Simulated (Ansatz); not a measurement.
# KBr (Fm-3m): phonons against volume, part 2 of 4

Wanted: mode Grüneisen parameters of KBr and a free-energy fit over volumes.

What experiment has found for this phase:
- volume expansion coefficient 116.1 1e-6/K and heat capacity C_P per formula unit 52.3 J/mol/K near room temperature (given in “High-Throughput Prediction of Finite-Temperature Properties using the Quasi-Harmonic Approximation”, 2016, arXiv:1603.06924)
- volume expansion coefficient 117.6 1e-6/K near room temperature (given in “Descriptors for thermal expansion in solids”, 2017, arXiv:1701.03966)

Ansatz 0.2.0; DFT LDA, scalar-relativistic, plane waves, PAW.

So far. Step 2 (A first coarse run): The start is under -1.6 GPa at this level and looks like an insulator or semiconductor on this mesh.

### 5. Tight relaxation

The relaxation is repeated with tighter thresholds on force and stress, since phonons are sensitive to what is left; a change of mesh or smearing in the input moves the cell too.

Contents of input.yaml:

```yaml
crystal:
  lattice:
    - [0.0, 3.187560777, 3.187560777]
    - [3.187560777, 0.0, 3.187560777]
    - [3.187560777, 3.187560777, 0.0]
  atoms:
    - { symbol: K, position: [0.0, 0.0, 0.0] }
    - { symbol: Br, position: [0.5, 0.5, 0.5] }
kpoints:
  mp_grid: { grid: [8, 8, 8] }
hamiltonian:
  xc: lda
scf:
  occupations: { method: fixed }
output:
  forces: true
  stress: true
  eigenvalues: true
relax:
  adjacent_minimum: "off"
  f_tol: 0.001
  max_steps: 60
  cell: { stress_tol: 0.01 }
```

The run is started by

```console
$ ansatz run input.yaml --threads 4 --pin off --max-ram 16384MiB --backend cpu --events-out ev --progress --plain --runs-dir out
```

Numbers of over 12 decimals in the logs are rounded to 6 here.

Output:

```text
[...]
Crystal: 2 atoms, lattice volume = 64.775 Å³
Basis set: ecut = 420 eV, 1243 PW (Γ)
Bands: 12, of which v1, the nominal top of the filled ones, is band 8 counted from 1 (7 counted from 0)
Symmetry: 48 space group operations
[...]
k-points: 29 of 512
[...]
k-point 28: bands = [... 4 lower, -9.2807, 0.8489, 0.8489, 0.8637, 8.7525, 8.7525, 9.9289, 10.7144]
--- Relaxed structure (3 steps of the walk, 3 accepted, 1 SCFs on fresh bases) ---
[...]
cell:  # Å, volume = 64.6665 Å³
    - [0, 3.185784, 3.185784]
    - [3.185784, 0, 3.185784]
    - [3.185784, 3.185784, 0]
  atoms:
    - { symbol: K, position: [0, 0, 0] }
    - { symbol: Br, position: [0.500000, 0.500000, 0.500000] }
[key lines of the parts left out:]
SCF converged after 6 iterations
Free energy (F): -4193.637960 eV
Fermi energy:    1.555371 eV
P = ⅓ Tr σ = 0.0002 GPa (0.002 kbar)
```

It took 1.3 s on 4 threads of Intel Xeon Platinum 8488C (Sapphire Rapids), shared host; peak memory 0.38 GiB; 4.1 s of CPU time.

Little changed from the start: no atom moved by 0.005 Å and no cell edge by 0.1 %.

Numbers from this step:

| Property | Result |
| --- | --- |
| pressure | 1.80e-4 GPa |
| gap on the k-mesh | 4.321 eV |
| volume per atom | 32.33 Å³ |

The residual pressure is 1.8e-4 GPa, small enough for phonons.

### 6. Phonons, V/V0 1

The same q-mesh and k-mesh are kept at every volume, so that much of their error can cancel in the differences.

Contents of input.yaml:

```yaml
crystal:
  lattice:
    - [0.0, 3.1857844804, 3.1857844804]
    - [3.1857844804, 0.0, 3.1857844804]
    - [3.1857844804, 3.1857844804, 0.0]
  atoms:
    - { symbol: K, position: [0.0, 0.0, 0.0] }
    - { symbol: Br, position: [0.5, 0.5, 0.5] }
kpoints:
  mp_grid: { grid: [8, 8, 8] }
hamiltonian:
  xc: lda
scf:
  occupations: { method: fixed }
output:
  eigenvalues: true
phonons:
  method: dfpt
  dielectric: true
  rigid_motions: translations
  qmesh: [4, 4, 4]
  temperatures: { t_max: 1000, t_step: 50 }
  qpath:
    path:
      - [[0.0, 0.0, 0.0], [0.5, 0.0, 0.5], [0.625, 0.25, 0.625]]
      - [[0.375, 0.375, 0.75], [0.0, 0.0, 0.0], [0.5, 0.5, 0.5], [0.5, 0.25, 0.75], [0.5, 0.0, 0.5]]
    npoints: 10
```

Output:

```text
[...]
Crystal: 2 atoms, lattice volume = 64.666 Å³
Basis set: ecut = 420 eV, 1243 PW (Γ), exchange–correlation on 64×64×64 points (8 copies of the dense FFT grid, shifted against one another)
Bands: 12, of which v1, the nominal top of the filled ones, is band 8 counted from 1 (7 counted from 0)
Symmetry: 48 space group operations
k-points: 59 of 512 (irreducible under 8 space group operations, time reversal used)
[...]
SCF iter   1: F=—  HF=-4193.641238 eV  |F-HF|=—  |Δ(HF+E_count)|=         —  Δρ=4.99e-3  dr2=9.69e-3  ethr=1.77e-3  ⟨swp⟩=5.4  Hψ=3931  notcnv=0  defer=107
[...]
SCF iter   8: F=-4193.637959 eV  HF=-4193.637959 eV  |F-HF|=8.09e-11  |Δ(HF+E_count)|=   1.21e-9  Δρ=3.82e-7  dr2=9.71e-11  ethr=1.00e-12  ⟨swp⟩=7.5  Hψ=5183  notcnv=0
SCF 1 converged in 8 iterations: F = -4193.637959 eV  dr2 = 9.71e-11
[...]
DFPT response loops at Γ: preconditioner auto → none (the input reference at scf.mixing.eps_inf says where Resta's filter doesn't serve); β = 0.50; Broyden in place of MSR1
NSCF: frozen V_eff on 29 k-points
[...]
DFPT response loops at q = (0, 0, -0.5) (fractional): preconditioner auto → Resta (q_TF=auto, 2.162 Å⁻¹)  ε∞=3.7 (no band partly filled); β = 1.00, the filter's whole step (`scf.mixing.beta` (0.50) is not read by the response loops at its default; to damp them type it under 1.00, their step now; it binds the ground state too); Broyden in place of MSR1
[...]
SCF converged after 8 iterations
Free energy (F): -4193.637959 eV
[...]
Internal energy: -4193.637959 eV  (E = F + TS)
E sigma→0 (E₀):  -4193.637959 eV
Fermi energy:    1.555381 eV
[...]
--- Band table (eV; the first three rows and the last of 59) ---
  k-point 0: bands = [... 4 lower, -9.3906, 1.5554, 1.5554, 1.5554, 5.8765, 8.9073, 8.9073, 8.9073]
  k-point 1: bands = [... 4 lower, -9.3446, 1.2640, 1.4827, 1.4827, 6.3315, 8.8029, 9.1143, 9.1143]
  k-point 2: bands = [... 4 lower, -9.2390, 0.6992, 1.3170, 1.3170, 7.2464, 8.8658, 9.6919, 9.6919]
  k-point 58: bands = [... 4 lower, -9.2807, 0.8490, 0.8490, 0.8637, 8.7525, 8.7525, 9.9289, 10.7144]
--- Phonons (Γ-DFPT): 2 representative perturbations + reference, on 59 of 512 k-points (Σ response iterations 6) ---
  k mesh reduced under 8 symmetry operations, with k and −k counted as one. Each operation leaves every solved perturbation unchanged. A smaller set is not considered because the run solves the response to a homogeneous field
  ASR residual: 3.016e-4 → 0.000e0 eV/Å²; symmetrization residual: 4.729e-6 eV/Å²
  ASR residual per site (eV/Å²): 1.61e-4 3.02e-4
  Γ frequencies (cm⁻¹): 0.00 0.00 0.00 129.94 129.94 129.94
  ε∞ (high-frequency dielectric tensor):
        2.758920    -0.000000    -0.000000
        0.000000     2.758920    -0.000000
        0.000000     0.000000     2.758920
  ε⁰ (static dielectric tensor: ions relaxed, cell fixed):
        4.841984    -0.000000    -0.000000
        0.000000     4.841984     0.000000
        0.000000     0.000000     4.841984
  ε⁰ − ε∞ (ionic part):
        2.083063    -0.000000     0.000000
       -0.000000     2.083063     0.000000
        0.000000     0.000000     2.083063
  softest optical mode at Γ: 129.94 cm⁻¹; the repairs (sum rule, projections) moved no ω² at Γ by more than (1.15 cm⁻¹)²
  Born effective charges Z* (e; rows j = field, columns β = displacement):
    site 0:
         1.10158   -0.00000    0.00000
         0.00000    1.10158    0.00000
         0.00000   -0.00000    1.10158
    site 1:
        -1.10158    0.00000   -0.00000
         0.00000   -1.10158   -0.00000
         0.00000    0.00000   -1.10158
  Z* charge neutrality: 3.475e-5 e pre-enforcement
  k-mesh period / interband length: 36.0 Å / 1.51 Å = 23.80 at k = (0.0000, 0.0000, 0.0000), direct gap 4.321 eV — 14 or more, which is no proof of convergence
  optical modes at Γ without the LO–TO term, one row a degenerate level:
      ω (cm⁻¹)  modes    IR ((D/Å)²/amu)
        129.94      3             3.1992
  optical modes at Γ + LO–TO along q̂ = [1.0000, 0.0000, 0.0000]:
      ω (cm⁻¹)  modes    IR ((D/Å)²/amu)
        129.94      2             2.1328
        172.14      1             1.0664
  optical modes at Γ + LO–TO along q̂ = [0.0000, 1.0000, 0.0000]:
      ω (cm⁻¹)  modes    IR ((D/Å)²/amu)
        129.94      2             2.1328
        172.14      1             1.0664
  optical modes at Γ + LO–TO along q̂ = [0.0000, 0.0000, 1.0000]:
      ω (cm⁻¹)  modes    IR ((D/Å)²/amu)
        129.94      2             2.1328
        172.14      1             1.0664
--- Phonons (arbitrary-q DFPT): 8 irreducible q on the 4×4×4 mesh ---
  q = [0.0000, 0.0000, 0.0000] (star 1, of the zone-centre solve; hermiticity 5.80e-6, symmetrization 4.15e-14): -0.00 -0.00 -0.00 129.94 129.94 129.94
  q = [0.0000, 0.0000, 0.2500] (star 8, 2 solved perturbations on 288 of 512 k-point pairs; hermiticity 3.60e-6, symmetrization 3.01e-13): 50.28 50.28 63.67 123.09 123.09 165.50
[...]
q = [0.0000, 0.2500, 0.2500] (star 6, 4 solved perturbations in 528 linear systems a pass and spin channel, the states on 164 of 512 k-point pairs; hermiticity 2.71e-6, symmetrization 2.57e-13): 29.05 29.05 88.43 132.35 132.35 141.37
[...]
sum rule: each row above includes the acoustic sum rule's correction from the zone centre's row sums; it moved no ω² by more than (1.06 cm⁻¹)²
  mesh force constants: q→R imaginary residual 5.45e-18; ASR residual 3.016e-4 → 0.000e0 eV/Å²; symmetrization residual 3.109e-15 eV/Å²
  interpolated dispersion: 63 rows × 6 modes
  density of states and harmonic sums: on the 20×20×20 q-mesh, interpolated from the force constants of a 4×4×4 supercell (with the dipole–dipole term)
  largest difference from the sums on the solved wave vectors: F 1.43e-2 eV, S 1.83e-5 and C_V 4.00e-6 eV/K
  zero-point energy: 0.036768 eV/cell   skipped modes (ω ≤ 0): 3   left out of the sums: 6.25e-5 of the cell's modes: C_V's classical limit lies that fraction below 3 k_B per atom; for a crystal, a wire or a layer, F and S can be off by more, and a phonons.interpolated_qmesh denser along its periods is the remedy for the sampling
```

Wall time 51 s (4 threads); peak memory 1.1 GiB; 3.2 min of CPU time.

Numbers from this step:

```
Γ frequencies                            : 0, 0, 0, 129.9, 129.9, 129.9 cm⁻¹ (negative: imaginary)
lowest frequency on the path             : 0 cm⁻¹
zero-point energy                        : 0.03677 eV/cell
point group                              : m-3m
highest frequency                        : 172.1 cm⁻¹
Debye temperature from the second moment : 196 K
```

LO-TO term included. Phonon branches along the path, in cm⁻¹:

```
    point  branch 1  branch 2  branch 3  branch 4  branch 5  branch 6
        Γ         0         0         0       130       130       172
        X        40        40        70       135       135       142
        U        59        64        73       126       136       140
jump to K        59        64        73       126       136       140
        Γ         0         0         0       130       130       172
        L        79        79        97       110       110       155
        W        58        58        84       121       138       138
        X        40        40        70       135       135       142
```

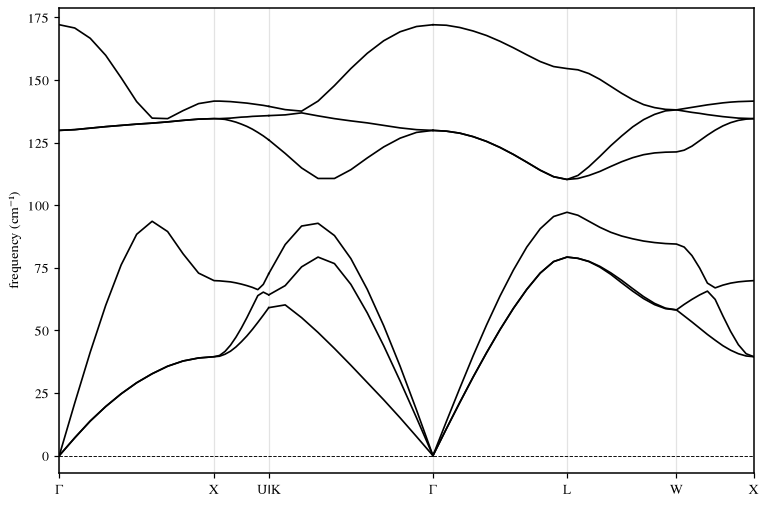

Phonon branches along the path.

The phonon density of states has structure finer than the step of the table below, so its rows give means over 10 cm⁻¹, whole bins alone (the curve runs from 1 to 173 cm⁻¹). Peaks (cm⁻¹: height): 77.0: 0.0734, 89.0: 0.0745, 133.0: 0.115, 139.0: 0.101.

Tetrahedra on 20 20 20, mean over bins of 2 cm⁻¹. The phonon density of states by wavenumber; means over each step:

```
wavenumber (cm⁻¹)  phonon density of states (1/cm⁻¹/cell)
               10                                  8.8e-4
               20                                 0.00429
               30                                  0.0119
               40                                  0.0295
               50                                  0.0415
               60                                  0.0511
               70                                  0.0607
               80                                  0.0534
               90                                  0.0462
              100                                  4.4e-4
              110                                  0.0198
              120                                  0.0677
              130                                  0.0960
              140                                  0.0687
              150                                  0.0302
              160                                  0.0140
```

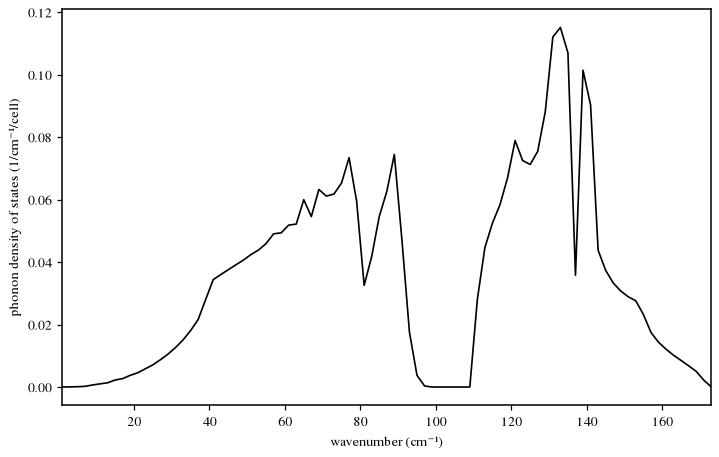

Phonon density of states, plotted against wavenumber.

Harmonic. Thermo, by row:

```
T (K)  F_vib (meV/atom)  S (J/mol-atom/K)  C_V (J/mol-atom/K)
    0             18.38                 0                   0
   50              16.9             8.419               13.54
  100              9.24             20.59               20.82
  150             -3.86             29.51               22.95
  200            -20.97             36.24               23.79
  250            -41.18              41.6               24.19
  300            -63.92             46.03               24.42
  350            -88.78             49.81               24.55
  400            -115.5             53.09               24.64
  450            -143.7                56               24.71
  500            -173.4              58.6               24.75
  550            -204.4             60.96               24.78
  600            -236.6             63.12               24.81
  650            -269.8             65.11               24.83
  700            -304.1             66.95               24.84
  750            -339.2             68.66               24.86
  800            -375.2             70.27               24.87
  850              -412             71.78               24.88
  900            -449.6              73.2               24.88
  950            -487.9             74.54               24.89
 1000            -526.8             75.82               24.89
```

The modes has structure finer than the step of the table below, so its rows give means over 10 cm⁻¹, whole bins alone (the curve runs from -10 to 187 cm⁻¹). Peaks (cm⁻¹: height): Br 76.6: 0.0615, 86.5: 0.0540, 132.3: 0.0283; K 65.5: 0.0124, 132.3: 0.0783.

Phonopy on the run's constants, 15x15x15 mesh, Gaussian sigma 2.0 cm⁻¹. Modes against wavenumber; means over each step; values in 1/cm⁻¹/cell:

```
wavenumber (cm⁻¹)       Br        K
                0   6.3e-5   3.1e-5
               10   6.8e-4   3.3e-4
               20  0.00306  0.00142
               30  0.00860  0.00379
               40   0.0210  0.00859
               50   0.0302   0.0111
               60   0.0385   0.0117
               70   0.0497   0.0103
               80   0.0490  0.00545
               90   0.0414  0.00343
              100  0.00145   9.4e-5
              110  0.00188   0.0192
              120   0.0118   0.0549
              130   0.0236   0.0689
              140   0.0123   0.0593
              150  0.00292   0.0270
              160  0.00267   0.0116
              170  0.00113  0.00284
              180   7.1e-6   1.4e-5
```

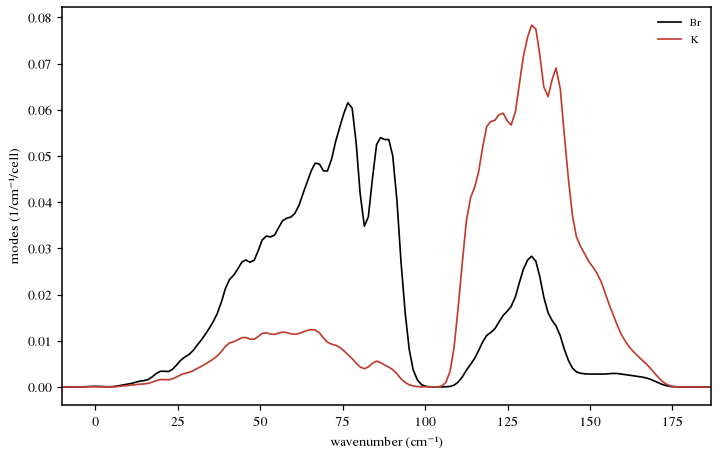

Modes against wavenumber.

Born charge (rows field, columns displacement) (e), principal values of the symmetric part by kind of site:

```
atom  atoms with these values    low  middle   high   mean
  K1                        1   1.10    1.10   1.10   1.10
 Br2                        1  -1.10   -1.10  -1.10  -1.10
```

In full for K1:

```
1.10 0.00 0.00
0.00 1.10 0.00
0.00 0.00 1.10
```

ε∞:

```
2.76 0.00 0.00
0.00 2.76 0.00
0.00 0.00 2.76
```

No LO-TO term. Modes at Γ, with each element's share of the kinetic energy:

```
mode  frequency (cm⁻¹)  symmetry  K %  Br %
   1               0.0       T1u   33    67
   2               0.0       T1u   33    67
   3               0.0       T1u   33    67
   4             129.9       T1u   67    33
   5             129.9       T1u   67    33
   6             129.9       T1u   67    33
```

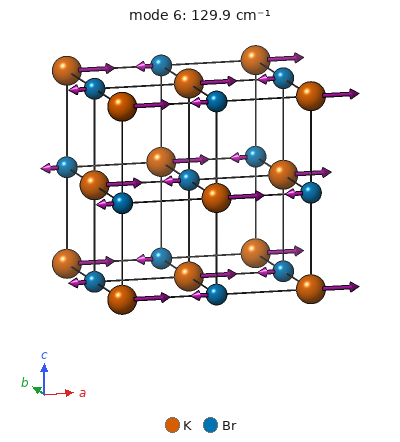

Displacement patterns of mode 6 at Γ; arrows are exaggerated. Some periodic images of atoms are drawn too.

No mode is imaginary beyond numerical noise at the solved wavevectors.

### 7. Single point at a scaled cell, V/V0 1.015

Symmetry fixes every atom, so a single point at the scaled cell gives the energy and pressure of this member.

The cell differs from the one that the last finished run ended in (a 4.505 → 4.528 Å, b 4.505 → 4.528 Å, c 4.505 → 4.528 Å).

input.yaml, the sections that differ from step 6:

```yaml
crystal:
  lattice:
    - [0.0, 3.2016344153, 3.2016344153]
    - [3.2016344153, 0.0, 3.2016344153]
    - [3.2016344153, 3.2016344153, 0.0]
  atoms:
    - { symbol: K, position: [0.0, 0.0, 0.0] }
    - { symbol: Br, position: [0.5, 0.5, 0.5] }
output:
  forces: true
  stress: true
  eigenvalues: true
# kpoints, hamiltonian, scf: as in step 6
# phonons: removed
```

Output:

```text
[...]
Crystal: 2 atoms, lattice volume = 65.636 Å³
Basis set: ecut = 420 eV, 1243 PW (Γ)
Bands: 12, of which v1, the nominal top of the filled ones, is band 8 counted from 1 (7 counted from 0)
Symmetry: 48 space group operations
[...]
k-points: 29 of 512
[...]
SCF iter   1: F=—  HF=-4193.640334 eV  |F-HF|=—  |Δ(HF+E_count)|=         —  Δρ=4.94e-3  dr2=9.65e-3  ethr=1.77e-3  ⟨swp⟩=5.3  Hψ=1920  notcnv=0  defer=53
[...]
SCF iter   6: F=-4193.637065 eV  HF=-4193.637065 eV  |F-HF|=4.38e-9  |Δ(HF+E_count)|=   3.59e-9  Δρ=2.80e-6  dr2=5.59e-9  ethr=2.65e-10  ⟨swp⟩=6.0  Hψ=2184  notcnv=0
SCF 1 converged in 6 iterations: F = -4193.637065 eV  dr2 = 5.59e-9
[...]
SCF converged after 6 iterations
Free energy (F): -4193.637065 eV
[...]
Internal energy: -4193.637065 eV  (E = F + TS)
E sigma→0 (E₀):  -4193.637065 eV
Fermi energy:    1.440503 eV
[...]
--- Stress (GPa, compression-positive) ---
       -0.290455      -0.000000       0.000000
       -0.000000      -0.290455       0.000000
       -0.000000       0.000000      -0.290455
  P = ⅓ Tr σ = -0.2905 GPa (-2.905 kbar)
--- Band table (eV; the first three rows and the last of 29) ---
  k-point 0: bands = [... 4 lower, -9.5296, 1.4405, 1.4405, 1.4405, 5.7178, 8.7957, 8.7957, 8.7957]
  k-point 1: bands = [... 4 lower, -9.4854, 1.1563, 1.3705, 1.3705, 6.1662, 8.6894, 8.9997, 8.9997]
  k-point 2: bands = [... 4 lower, -9.3840, 0.6046, 1.2108, 1.2108, 7.0784, 8.7360, 9.5689, 9.5689]
  k-point 28: bands = [... 4 lower, -9.4243, 0.7467, 0.7467, 0.7678, 8.6256, 8.6256, 9.7569, 10.5374]
```

Elapsed: 1.5 s, on 4 threads; peak memory 0.36 GiB.

This step gave:

- pressure: -0.2905 GPa
- gap on the k-mesh: 4.277 eV
- volume per atom: 32.82 Å³

At this level the gap is 4.28 eV on the k-mesh of the self-consistent run, which can miss the band edges.

### 8. Phonons, V/V0 1.015

The same q-mesh and k-mesh are kept at every volume, so that much of their error can cancel in the differences.

input.yaml, the sections that differ from step 7:

```yaml
output:
  eigenvalues: true
phonons:
  method: dfpt
  dielectric: true
  rigid_motions: translations
  qmesh: [4, 4, 4]
  temperatures: { t_max: 1000, t_step: 50 }
  qpath:
    path:
      - [[0.0, 0.0, 0.0], [0.5, 0.0, 0.5], [0.625, 0.25, 0.625]]
      - [[0.375, 0.375, 0.75], [0.0, 0.0, 0.0], [0.5, 0.5, 0.5], [0.5, 0.25, 0.75], [0.5, 0.0, 0.5]]
    npoints: 10
# crystal, kpoints, hamiltonian, scf: as in step 7
```

Output:

```text
[...]
Crystal: 2 atoms, lattice volume = 65.636 Å³
Basis set: ecut = 420 eV, 1243 PW (Γ), exchange–correlation on 64×64×64 points (8 copies of the dense FFT grid, shifted against one another)
Bands: 12, of which v1, the nominal top of the filled ones, is band 8 counted from 1 (7 counted from 0)
Symmetry: 48 space group operations
k-points: 59 of 512 (irreducible under 8 space group operations, time reversal used)
[...]
optical modes at Γ + LO–TO along q̂ = [0.0000, 1.0000, 0.0000]:
      ω (cm⁻¹)  modes    IR ((D/Å)²/amu)
        125.55      2             2.1462
        168.80      1             1.0731
  optical modes at Γ + LO–TO along q̂ = [0.0000, 0.0000, 1.0000]:
      ω (cm⁻¹)  modes    IR ((D/Å)²/amu)
        125.55      2             2.1462
        168.80      1             1.0731
--- Phonons (arbitrary-q DFPT): 8 irreducible q on the 4×4×4 mesh ---
[...]
interpolated dispersion: 63 rows × 6 modes
[...]
[key lines of the parts left out:]
SCF converged after 8 iterations
Free energy (F): -4193.637065 eV
Fermi energy:    1.440437 eV
```

Wall time 51 s (4 threads); peak memory 1.1 GiB; 3.2 min of CPU time.

No mode is imaginary beyond numerical noise at the solved wavevectors. The highest zone-centre mode (no LO–TO term) moved by -3.4 % for a volume change of +1.5 %.

[end of part 2 of 4]

[Logs are printed without paths, hosts, clocks, repeated set-up lines and the standing remarks that a program may print on its own settings, such as how far it seeks lower states.]

[Hosts, paths, dates, database ids (printed as entryN), source tags and the programs' standing remarks are cut or masked in the printed files.]

[A step with changed settings may run another functional than the one named; its input shows which.]

[Of the runs on displaced cells, only some may be shown.]
